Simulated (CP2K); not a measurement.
Consider 2-vinylthiazole at its PBE geometry (Å).

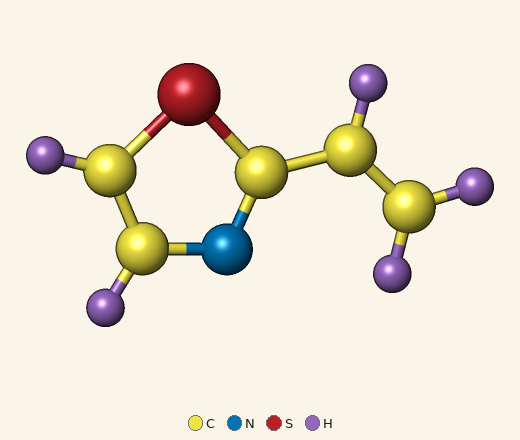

The molecule (carbon yellow, nitrogen blue, sulfur red, hydrogen purple).

```xyz
12

C    -1.8222   -0.6303   -1.5755
C    -1.2635   -0.9367   -0.3914
C    -0.1172   -0.2350    0.1692
N     0.5230    0.7740   -0.3927
C     1.5514    1.2070    0.3948
C     1.7248    0.5346    1.5853
S     0.5446   -0.6984    1.7257
H    -1.4278    0.1810   -2.1865
H    -2.6811   -1.1867   -1.9474
H    -1.6713   -1.7532    0.2075
H     2.1702    2.0356    0.0557
H     2.4691    0.7082    2.3553
```

Method: CP2K XAS_TDP, all-electron GAPW, PBEh(45%), aug-cc-pVDZ, TDA, GW2X-corrected core level, no relativity.

**Question.** Where do the C K-edge lines lie, and how strong are they?

Leading lines: C1 286.21 eV, C2 286.90 eV, C3 287.18 eV, C5 287.81 eV and C6 286.87 eV. The leading line of an atom is its first one with 35 % of the strongest within 2.5 eV of its lowest line over the strength cut. Core ionisation energies at this level: C3 293.04, C5 292.55, C6 292.10, C1 292.13 and C2 292.39 eV.

The first six lines of each atom with a strength over 0.0015:

| atom | energy (eV) | states | strength, one atom | above the computed threshold |
| --- | --- | --- | --- | --- |
| C1 (bonded to C and 2 H) | 286.21 | 1 | 0.0487 |  |
|  | 290.25 | 1 | 0.0077 |  |
|  | 290.83 | 1 | 0.0086 |  |
|  | 290.88 | 1 | 0.0022 |  |
|  | 291.37 | 1 | 0.0030 |  |
|  | 291.61 | 1 | 0.0037 |  |
| C2 (bonded to 2 C and H) | 286.90 | 1 | 0.0377 |  |
|  | 290.06 | 1 | 0.0150 |  |
|  | 290.19 | 1 | 0.0143 |  |
|  | 291.94 | 1 | 0.0062 |  |
|  | 292.03 | 1 | 0.0022 |  |
|  | 292.80 | 1 | 0.0027 | yes |
| C3 (bonded to C, N and S) | 287.18 | 1 | 0.0471 |  |
|  | 289.94 | 1 | 0.0390 |  |
|  | 290.83 | 1 | 0.0083 |  |
|  | 291.95 | 1 | 0.0062 |  |
|  | 292.17 | 1 | 0.0029 |  |
|  | 292.79 | 1 | 0.0019 |  |
| C5 (bonded to C, N and H) | 287.81 | 1 | 0.0500 |  |
|  | 289.07 | 1 | 0.0065 |  |
|  | 290.70 | 1 | 0.0115 |  |
|  | 290.92 | 1 | 0.0063 |  |
|  | 291.64 | 1 | 0.0024 |  |
|  | 292.26 | 2 | 0.0046 |  |
| C6 (bonded to C, S and H) | 286.87 | 1 | 0.0456 |  |
|  | 289.28 | 1 | 0.0302 |  |
|  | 289.76 | 1 | 0.0031 |  |
|  | 290.12 | 1 | 0.0134 |  |
|  | 291.08 | 1 | 0.0019 |  |
|  | 291.27 | 1 | 0.0050 |  |

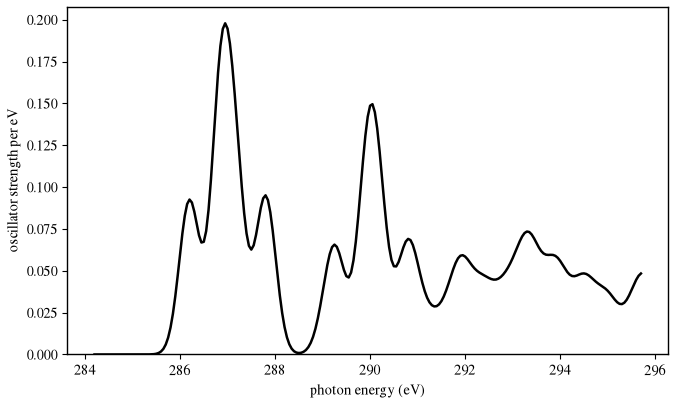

All atoms added, broadened by 0.5 eV.

Lines are vertical, at one geometry, with no vibrational structure. GW2X ionisation energies and lines can be off by 1 to 2 eV either way, and a good line position may hide errors that cancel. These values hold no scalar relativity, about 0.1 eV for C 1s. Rydberg lines, and the discretised continuum above threshold, depend on the basis and the box.

[Banner, clock and machine lines of the logs are left out without a mark of their own.]

[Logs are printed without paths, hosts, clocks, repeated set-up lines and the standing remarks that a program may print on its own settings, such as how far it seeks lower states.]

[Hosts, paths, dates, database ids (printed as entryN), source tags and the programs' standing remarks are cut or masked in the printed files.]
